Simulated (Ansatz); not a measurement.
## Geometry relaxation, with input and output: Cu2BO2 (charge −1)

System: Cu2BO2, charge −1, SMILES O=B[O][Cu][Cu-].
Method: RKS PBE-D4/def2-SVPD (Ansatz 0.2.0).

The geometry comes from this level: GFN2-xTB.

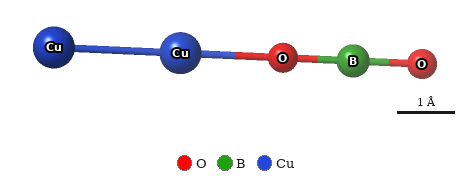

Fig. 1: The structure as given in the input (ball-and-stick view, seen at a tilt). Sticks mark near contacts.

## Key numbers

| quantity | value |
| --- | --- |
| outcome | converged |
| total energy | −94023.0791 eV |
| mean-field energy | −94022.9551 eV |
| SCF solution under orbital rotations | stable |
| largest force (length of the vector) at the end | 0.001 eV/Å |
| hardware | 4 threads of Arm Neoverse N1, 98 GiB of memory available, shared host |
| wall time | 17 s (CPU time 63 s) |
| peak memory | 0.21 GiB |

## The input
```yaml
crystal:
  periodic: [false, false, false]
  atoms:
    - { symbol: O, position_ang: [0.0, 0.0, -2.91668] }
    - { symbol: B, position_ang: [0.0, 0.0, -1.68702] }
    - { symbol: O, position_ang: [0.0, 0.0, -0.4369] }
    - { symbol: Cu, position_ang: [0.0, 0.0, 1.39161] }
    - { symbol: Cu, position_ang: [0.0, 0.0, 3.64898] }
total_charge: -1
basis:
  gaussian: { orbitals: def2-SVPD }
hamiltonian:
  xc: pbe
  dispersion: d4
relax:
  f_tol: 0.03
  max_steps: 200
```

Launched with:
```bash
ansatz run input.yaml --threads 4 --pin off --max-ram 10240MiB --backend cpu --events-out ev --progress --plain --runs-dir out
```

## Log
```
The last accepted step is kept in [file] (removed where the run ends without a failure and the disk answers)
Engine: ansatz 0.2.0, aarch64-unknown-linux-gnu
Functional definition: PBE
  parameter kappa = 0.804
  parameter beta = 0.06672455060314922
  exchange = pbe_x(kappa = kappa, mu = beta*pi^2/3)
  correlation = pbe_c(beta = beta)
1329 factors; their error is unknown
mean field evaluation 1: about -94012.3432 eV, gradient 8.4e1 eV
mean field evaluation 2: about -93707.8459 eV, gradient 2.6e2 eV
mean field evaluation 4: about -94000.2778 eV, gradient 9.4e1 eV
mean field evaluation 8: about -94022.8820 eV, gradient 2.3e-1 eV
mean field -94022.88226784 eV, -3455.2771923446 hartree, gradient 1.2e-5 eV, S^2 0.000000; 0 other end points of the search recorded, 0 dependent functions left out
the calculation of the forces begins
reference -94022.88231185 eV, -3455.2771939619 hartree; 40, 40 occupied and 94, 94 virtual orbitals, 1329 factors
relax step   1: F+E_penalty+E_count = -94023.00821272 eV  Δ(F+E_penalty+E_count) = +0.000e0 eV  max|allowed force component| = 2.084e0 eV/Å  Δτ_max = 0.0000 Å  (59 SCF iters, accepted)
these checks for a lower state are left out or cut short: starts, cluster_reference, orbital_swaps, neighbouring_geometries, increment
1329 factors; their error is unknown
mean field evaluation 16: about -94023.0037 eV, gradient 3.7e-2 eV
mean field -94022.94482679 eV, -3455.2794913435 hartree, gradient 1.4e-5 eV, S^2 0.000000; 0 other end points of the search recorded, 0 dependent functions left out
the calculation of the forces begins
reference -94022.94487073 eV, -3455.2794929583 hartree; 40, 40 occupied and 94, 94 virtual orbitals, 1329 factors
relax step   2: F+E_penalty+E_count = -94023.06978779 eV  Δ(F+E_penalty+E_count) = -6.158e-2 eV  max|allowed force component| = 4.095e-1 eV/Å  Δτ_max = 0.0366 Å  (37 SCF iters, accepted)
these checks for a lower state are left out or cut short: starts, cluster_reference, orbital_swaps, neighbouring_geometries, increment
1329 factors; their error is unknown
mean field -94022.95408694 eV, -3455.2798316477 hartree, gradient 2.6e-5 eV, S^2 0.000000; 0 other end points of the search recorded, 0 dependent functions left out
the calculation of the forces begins
reference -94022.95413091 eV, -3455.2798332636 hartree; 40, 40 occupied and 94, 94 virtual orbitals, 1329 factors
relax step   3: F+E_penalty+E_count = -94023.07832892 eV  Δ(F+E_penalty+E_count) = -8.541e-3 eV  max|allowed force component| = 1.481e-1 eV/Å  Δτ_max = 0.0177 Å  (37 SCF iters, accepted)
these checks for a lower state are left out or cut short: starts, cluster_reference, orbital_swaps, neighbouring_geometries, increment
1329 factors; their error is unknown
mean field evaluation 32: about -94023.0136 eV, gradient 2.6e-3 eV
mean field -94022.95500974 eV, -3455.2798655600 hartree, gradient 1.3e-5 eV, S^2 0.000000; 0 other end points of the search recorded, 0 dependent functions left out
the calculation of the forces begins
reference -94022.95505372 eV, -3455.2798671764 hartree; 40, 40 occupied and 94, 94 virtual orbitals, 1329 factors
relax step   4: F+E_penalty+E_count = -94023.07902945 eV  Δ(F+E_penalty+E_count) = -7.005e-4 eV  max|allowed force component| = 7.607e-2 eV/Å  Δτ_max = 0.0076 Å  (38 SCF iters, accepted)
these checks for a lower state are left out or cut short: starts, cluster_reference, orbital_swaps, neighbouring_geometries, increment
1329 factors; their error is unknown
mean field -94022.95507166 eV, -3455.2798678356 hartree, gradient 1.2e-5 eV, S^2 0.000000; 0 other end points of the search recorded, 0 dependent functions left out
the calculation of the forces begins
reference -94022.95511565 eV, -3455.2798694523 hartree; 40, 40 occupied and 94, 94 virtual orbitals, 1329 factors
relax step   5: F+E_penalty+E_count = -94023.07907148 eV  Δ(F+E_penalty+E_count) = -4.204e-5 eV  max|allowed force component| = 5.193e-4 eV/Å  Δτ_max = 0.0014 Å  (39 SCF iters, accepted)
```

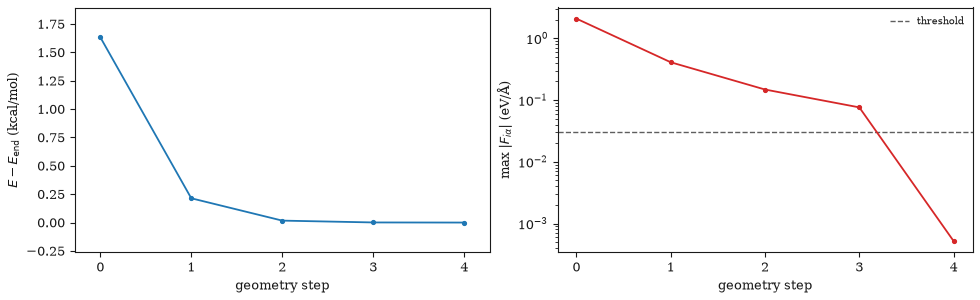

Fig. 2: Progress of the relaxation, step by step (the first geometry is step 0 here and step 1 in the log).

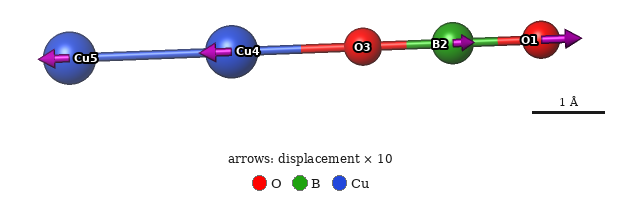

Fig. 3: The starting structure with the displacements as pink arrows, magnified 10 times (ball-and-stick view, seen at a tilt). The two geometries are laid on each other by the best rigid fit. The atom that moves furthest after the best rigid fit is O1 (0.058 Å). Largest moves by element: O 0.058 Å, Cu 0.047 Å, B 0.031 Å. Distances before and after: O3–Cu4 1.829 → 1.878 Å, B2–O3 1.250 → 1.279 Å, O1–B2 1.230 → 1.257 Å. Over 4 geometry steps the energy falls by 1.63 kcal/mol. Largest force component: 2.1 eV/Å at the start, 0.00052 eV/Å at the end. (Atoms are counted from 1 in the order of the input.)

```
1329 factors; their error is unknown
mean field -94022.95507166 eV, -3455.2798678356 hartree, gradient 2.0e-5 eV, S^2 0.000000; 1 other end points of the search recorded, 0 dependent functions left out
the calculation of the forces begins
reference -94022.95511565 eV, -3455.2798694523 hartree; 40, 40 occupied and 94, 94 virtual orbitals, 1329 factors
Total energy: -94023.07911548 eV, -3455.2844263618 hartree
Atom 0 at     0.000000    -0.000000    -2.974763 Å, force     0.000000    -0.000000    -0.000519 eV/Å
Atom 1 at    -0.000000    -0.000000    -1.718189 Å, force    -0.000000     0.000000     0.000007 eV/Å
Atom 2 at    -0.000000     0.000000    -0.439472 Å, force     0.000000    -0.000000     0.000130 eV/Å
Atom 3 at    -0.000000     0.000000     1.438338 Å, force     0.000000    -0.000000    -0.000098 eV/Å
Atom 4 at     0.000000    -0.000000     3.694078 Å, force     0.000000     0.000000     0.000481 eV/Å
Dipole moment:    -0.000000    -0.000000     1.472569 e Å
```

## Trajectory as extended XYZ (Å, eV, eV/Å), 5 frames, from step=1 to step=5
```
5
Properties=species:S:1:pos:R:3:forces:R:3 step=1 energy=-94023.00821
O     0.0000    0.0000   -2.9167    0.0000   0.0000  -2.0845
B     0.0000    0.0000   -1.6870    0.0000   0.0000   0.0107
O     0.0000    0.0000   -0.4369    0.0000   0.0000   1.4434
Cu    0.0000    0.0000    1.3916    0.0000   0.0000   0.6142
Cu    0.0000    0.0000    3.6490    0.0000   0.0000   0.0163
5
Properties=species:S:1:pos:R:3:forces:R:3 step=2 energy=-94023.06979
O     0.0000    0.0000   -2.9533    0.0000   0.0000  -0.4095
B     0.0000    0.0000   -1.7025    0.0000   0.0000  -0.0466
O     0.0000    0.0000   -0.4304    0.0000   0.0000   0.0487
Cu    0.0000    0.0000    1.4140    0.0000   0.0000   0.4085
Cu    0.0000    0.0000    3.6723    0.0000   0.0000  -0.0011
5
Properties=species:S:1:pos:R:3:forces:R:3 step=3 energy=-94023.07833
O     0.0000    0.0000   -2.9709    0.0000   0.0000   0.0080
B     0.0000    0.0000   -1.7144    0.0000   0.0000   0.0112
O     0.0000    0.0000   -0.4352    0.0000   0.0000  -0.1481
Cu    0.0000    0.0000    1.4312    0.0000   0.0000   0.1406
Cu    0.0000    0.0000    3.6893    0.0000   0.0000  -0.0118
5
Properties=species:S:1:pos:R:3:forces:R:3 step=4 energy=-94023.07903
O     0.0000    0.0000   -2.9745    0.0000   0.0000   0.0272
B     0.0000    0.0000   -1.7174    0.0000   0.0000  -0.0761
O     0.0000    0.0000   -0.4395    0.0000   0.0000   0.0526
Cu    0.0000    0.0000    1.4388    0.0000   0.0000  -0.0184
Cu    0.0000    0.0000    3.6927    0.0000   0.0000   0.0146
5
Properties=species:S:1:pos:R:3:forces:R:3 step=5 energy=-94023.07907
O     0.0000    0.0000   -2.9748    0.0000   0.0000  -0.0005
B     0.0000    0.0000   -1.7182    0.0000   0.0000   0.0000
O     0.0000    0.0000   -0.4395    0.0000   0.0000   0.0001
Cu    0.0000    0.0000    1.4383    0.0000   0.0000  -0.0001
Cu    0.0000    0.0000    3.6941    0.0000   0.0000   0.0005
```
